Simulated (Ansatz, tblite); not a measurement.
**C24H20: spin-state energies by level**

Is the singlet the ground state of C24H20? Other spin states are computed and compared level by level.

Program: Ansatz 0.2.0, Gaussian basis. Level of theory: as each input shows. These are calculated values, not measurements.

Levels to be run: triplet, at the geometry of the singlet (GFN1-xTB, GFN2-xTB, PBE0-D4/def2-TZVP, PBE-D4/def2-TZVP); the singlet's energies come from earlier runs.

## 1. The geometry

The singlet was relaxed beforehand with PBE-D4/def2-SVP.

44 atoms, charge 0, spin multiplicity 1.

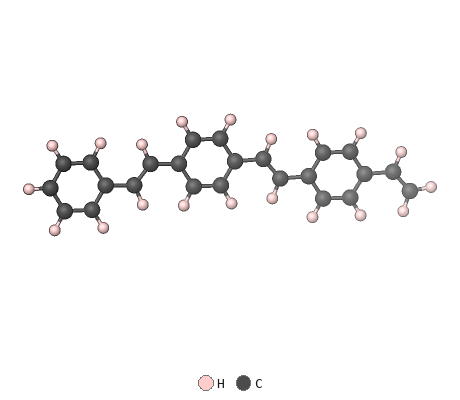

The structure; hydrogen pink, carbon dark grey.

## 2. Triplet at the fixed geometry, GFN1-xTB

Tight binding, by tblite at 300 K electronic temperature and without a spin-polarisation term:

```python
tblite.interface.Calculator('GFN1-xTB', numbers, positions, charge=0, uhf=2).singlepoint()
```

Energy -1669.3001 eV; 0.088 s.

## 3. Triplet at the fixed geometry, GFN2-xTB

Tight binding, by tblite at 300 K electronic temperature and without a spin-polarisation term:

```python
tblite.interface.Calculator('GFN2-xTB', numbers, positions, charge=0, uhf=2).singlepoint()
```

Energy -1671.0632 eV; 0.087 s.

## 4. Triplet at the fixed geometry, PBE0-D4/def2-TZVP

The input, in.yaml:

```yaml
crystal:
  periodic: [false, false, false]
  atoms:
    - {symbol: H, position_ang: [10.574705, -0.029340, -0.508698]}
    - {symbol: C, position_ang: [9.510896, -0.291148, -0.408686]}
    - {symbol: C, position_ang: [8.547637, 0.650430, -0.526790]}
    - {symbol: C, position_ang: [7.096482, 0.459537, -0.418755]}
    - {symbol: C, position_ang: [6.491512, -0.798626, -0.182575]}
    - {symbol: C, position_ang: [5.106792, -0.922717, -0.087746]}
    - {symbol: C, position_ang: [4.244228, 0.197076, -0.224831]}
    - {symbol: C, position_ang: [2.803157, -0.000138, -0.120788]}
    - {symbol: C, position_ang: [1.832388, 0.946344, -0.272758]}
    - {symbol: C, position_ang: [0.392535, 0.747989, -0.170411]}
    - {symbol: C, position_ang: [-0.208851, -0.500376, 0.147549]}
    - {symbol: C, position_ang: [-1.589593, -0.640821, 0.229341]}
    - {symbol: C, position_ang: [-2.462122, 0.457575, -0.000624]}
    - {symbol: C, position_ang: [-3.915165, 0.362781, 0.073469]}
    - {symbol: C, position_ang: [-4.649204, -0.740459, 0.392494]}
    - {symbol: C, position_ang: [-6.106203, -0.836583, 0.466540]}
    - {symbol: C, position_ang: [-6.976213, 0.243255, 0.168779]}
    - {symbol: C, position_ang: [-8.363320, 0.095308, 0.259162]}
    - {symbol: C, position_ang: [-8.926330, -1.133594, 0.648922]}
    - {symbol: C, position_ang: [-8.082519, -2.215219, 0.945910]}
    - {symbol: C, position_ang: [-6.693172, -2.067068, 0.854390]}
    - {symbol: C, position_ang: [-1.862905, 1.702134, -0.316867]}
    - {symbol: C, position_ang: [-0.477444, 1.843553, -0.397735]}
    - {symbol: C, position_ang: [4.851887, 1.456623, -0.458925]}
    - {symbol: C, position_ang: [6.237471, 1.579073, -0.553010]}
    - {symbol: H, position_ang: [9.281069, -1.350057, -0.205770]}
    - {symbol: H, position_ang: [8.859086, 1.691906, -0.726418]}
    - {symbol: H, position_ang: [7.118970, -1.695813, -0.073117]}
    - {symbol: H, position_ang: [4.661891, -1.914093, 0.094752]}
    - {symbol: H, position_ang: [2.497776, -1.037793, 0.097556]}
    - {symbol: H, position_ang: [2.136590, 1.981318, -0.505263]}
    - {symbol: H, position_ang: [0.425808, -1.379268, 0.335333]}
    - {symbol: H, position_ang: [-2.008599, -1.627566, 0.476677]}
    - {symbol: H, position_ang: [-4.446753, 1.302681, -0.154305]}
    - {symbol: H, position_ang: [-4.117205, -1.677446, 0.630973]}
    - {symbol: H, position_ang: [-6.558922, 1.213072, -0.140985]}
    - {symbol: H, position_ang: [-9.017575, 0.948540, 0.022388]}
    - {symbol: H, position_ang: [-10.018905, -1.245483, 0.718734]}
    - {symbol: H, position_ang: [-8.510753, -3.182426, 1.251003]}
    - {symbol: H, position_ang: [-6.034649, -2.918666, 1.088939]}
    - {symbol: H, position_ang: [-2.511282, 2.573550, -0.500965]}
    - {symbol: H, position_ang: [-0.043330, 2.825270, -0.645390]}
    - {symbol: H, position_ang: [4.227443, 2.356131, -0.566438]}
    - {symbol: H, position_ang: [6.682702, 2.570536, -0.735051]}
basis:
  gaussian: {orbitals: def2-TZVP, fitting: {mean_field: def2-universal-jkfit}}
magnetization: {spin_polarized: true, initial_magnetization: 2}
hamiltonian: {xc: pbe0, dispersion: d4}
scf: {omitted_lower_state_checks: [starts]}
output: {orbitals: {seedname: orbitals}}
```

Started as:

```
ansatz run in.yaml --threads 2 --pin off --events-out ev --progress --plain --max-ram 22528MiB --backend cuda --devices 0, --max-vram 18GiB
```

Output:

```text
Functional definition: PBE0
  name "PBE0"
  cite "Adamo & Barone, J. Chem. Phys. 110, 6158 (1999) doi:10.1063/1.478522"
  cite "Perdew, Burke & Ernzerhof, Phys. Rev. Lett. 77, 3865 (1996) doi:10.1103/PhysRevLett.77.3865"
  parent pbe
  parameter a = 0.25
  parameter kappa = 0.804
  parameter beta = 0.06672455060314922
  exchange = (1 - a)*pbe_x(kappa = kappa, mu = beta*pi^2/3) + a*exact_x
  correlation = pbe_c(beta = beta)
these checks for a lower state are left out or cut short: starts
2160 factors; integrals over basis functions are off by at most 3.3e-1 eV
mean field evaluation 1: about -25161.0303 eV, gradient 7.5e1 eV
mean field evaluation 2: about -25159.1948 eV, gradient 7.6e1 eV
mean field evaluation 4: about -25188.9189 eV, gradient 7.4e0 eV
mean field evaluation 8: about -25189.2228 eV, gradient 3.9e-1 eV
mean field evaluation 16: about -25189.2062 eV, gradient 3.4e-2 eV
mean field evaluation 32: about -25189.2066 eV, gradient 8.5e-5 eV
mean field -25189.20656185 eV, -925.6862672905 hartree, gradient 1.4e-5 eV, S^2 2.059159; 0 other end points of the search recorded, 0 dependent functions left out
reference -25189.20663432 eV, -925.6862699539 hartree; 83, 81 occupied and 781, 783 virtual orbitals, 2160 factors
Total energy: -25190.50663469 eV, -925.7340440861 hartree
Checks for a lower state left out: starts
```

Run time: 13 s. Hardware: 1 × H100 (card shared with other runs) with 2 threads of AMD EPYC 7R13, shared host; peak host memory 1.6 GiB.

HOMO -3.61 eV, LUMO -4.19 eV (over both spins; with the spin held, an empty level of the minority spin lies below the top filled one); ⟨S²⟩ 2.059 (pure: 2.00).

## 5. Triplet at the fixed geometry, PBE-D4/def2-TZVP

start.molden holds the orbitals of an earlier run on this state, given as this run's starting guess.

in.yaml, as its differences from that of step 4:

```diff
@@ -48,5 +48,5 @@
 basis:
-  gaussian: {orbitals: def2-TZVP, fitting: {mean_field: def2-universal-jkfit}}
+  gaussian: {orbitals: def2-TZVP, fitting: {mean_field: def2-universal-jkfit}, initial_orbitals: start.molden}
 magnetization: {spin_polarized: true, initial_magnetization: 2}
-hamiltonian: {xc: pbe0, dispersion: d4}
+hamiltonian: {xc: pbe, dispersion: d4}
 scf: {omitted_lower_state_checks: [starts]}
```

Launched as before.

Output:

```text
Functional definition: PBE
  name "PBE"
  cite "Perdew, Burke & Ernzerhof, Phys. Rev. Lett. 77, 3865 (1996) doi:10.1103/PhysRevLett.77.3865"
  parent pbe
  parameter kappa = 0.804
  parameter beta = 0.06672455060314922
  exchange = pbe_x(kappa = kappa, mu = beta*pi^2/3)
  correlation = pbe_c(beta = beta)
these checks for a lower state are left out or cut short: starts
2160 factors; integrals over basis functions are off by at most 3.3e-1 eV
mean field evaluation 1: about -25186.7501 eV, gradient 1.3e1 eV
mean field evaluation 2: about -25187.2152 eV, gradient 6.4e-1 eV
mean field evaluation 4: about -25187.2135 eV, gradient 9.7e-2 eV
mean field evaluation 8: about -25187.2138 eV, gradient 2.0e-5 eV
mean field -25187.21380050 eV, -925.6130346615 hartree, gradient 2.0e-5 eV, S^2 2.009375; 0 other end points of the search recorded, 0 dependent functions left out
reference -25187.21389973 eV, -925.6130383084 hartree; 83, 81 occupied and 781, 783 virtual orbitals, 2160 factors
Total energy: -25188.73511754 eV, -925.6689420318 hartree
Checks for a lower state left out: starts
```

Wall time 7.5 s (1 × H100 (card shared with other runs) with 2 threads of AMD EPYC 7R13, shared host).

HOMO -3.12 eV, LUMO -4.67 eV (over both spins; with the spin held, an empty level of the minority spin lies below the top filled one); ⟨S²⟩ 2.009 (pure: 2.00).

## 6. Triplet less singlet, vertical

The singlet's energies are those of its earlier runs, whose logs aren't repeated here.

| level | triplet less singlet, vertical (kcal/mol) | time |
| --- | --- | --- |
| GFN1-xTB | +45.6 | 0.15 s |
| GFN2-xTB | +46.0 | 0.15 s |
| PBE-D4/def2-TZVP | +40.4 | 16 s |
| PBE0-D4/def2-TZVP | +46.1 | 19 s |

Times add the two runs; a level without a time comes out of a correlated run. Tight binding without a spin term can't rank spin states.

## 7. Summary of results

```
                                                quantity                                       value
triplet less singlet, vertical, functionals in def2-TZVP  +40.4 (PBE-D4) to +46.1 kcal/mol (PBE0-D4)
```

All functionals put the triplet above the singlet, over a spread of 5.7 kcal/mol. The checks for a lower triplet were left out, so another state of that spin may lie lower. These are electronic energies, without zero-point motion, entropy or surroundings.
